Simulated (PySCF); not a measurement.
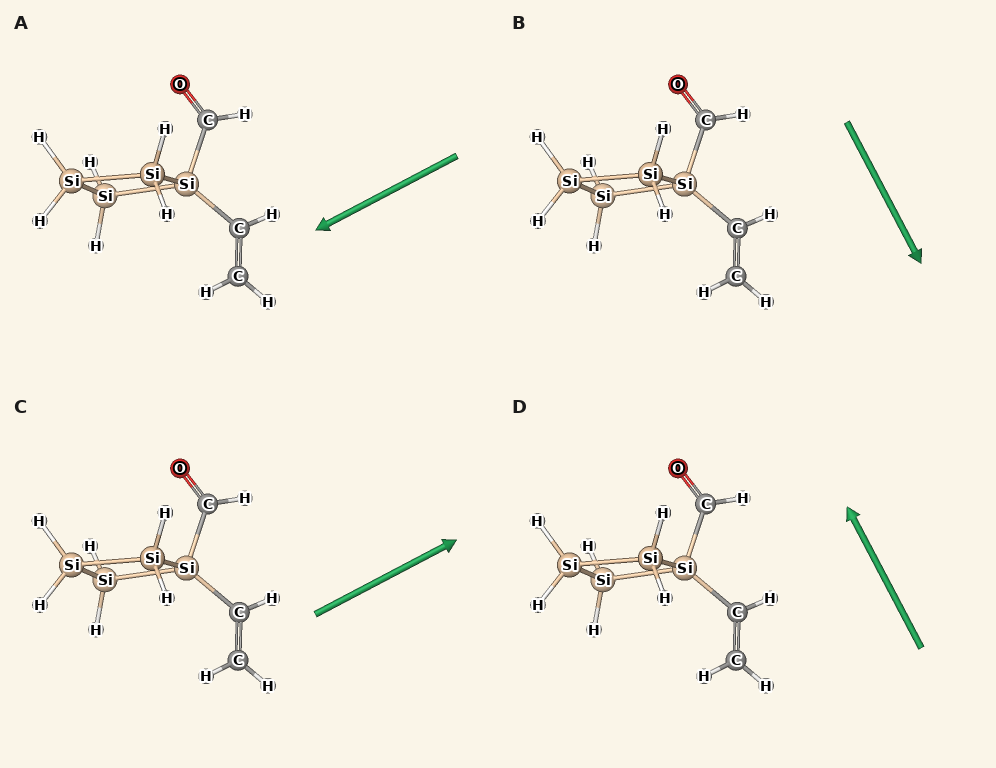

The same molecule four times, each with an arrow. Computed geometry: GFN2-xTB optimisation. No frequency run is at hand to confirm it as a minimum. Properties computed with PBE0/pcSseg-1, gas phase (PySCF 2.14.0).

Which arrow points along the dipole moment, from the negative to the positive end?

Answer. B. The dipole moment is 2.80 D.

The geometry is semi-empirical. Around Si such bond lengths and angles can be off by a tenth of an ångström or more and by several degrees, and values that hang on the shape move with them.
